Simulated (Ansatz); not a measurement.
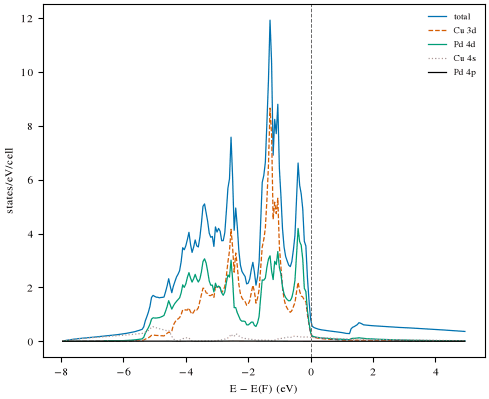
Figure: Total and projected density of states of CuPd (CsCl type, Pm-3m), plane-wave PAW r²SCAN (Ansatz code)

**Question.** Which orbitals carry the states next to the Fermi level?

**Answer.** Within 0.5 eV of the Fermi level: Pd 4d 56 %, Cu 3d 34 %, Cu 4s 6 %. Projections are on Löwdin-orthogonalised atomic valence shells; empty p or d shells of many metals are not among them.

**Question.** Where is the tallest occupied peak in this window, and what makes it?

**Answer.** Near -1.3 eV, about 12 states/eV per cell; the largest projected share is Cu 3d.

The first step of the workflow began from a Materials Project structure, measured or hypothetical; the Crystallography Open Database files this formula in space group No. 221, but the cells were not matched. Its standing as an ambient phase is unchecked. Symmetry was held in the r²SCAN relaxation; its stability against distortions is not shown here. No spin polarisation was allowed. Spin–orbit coupling is left out wherever it is not named.

Potentials: the later of the program's two PAW sets.
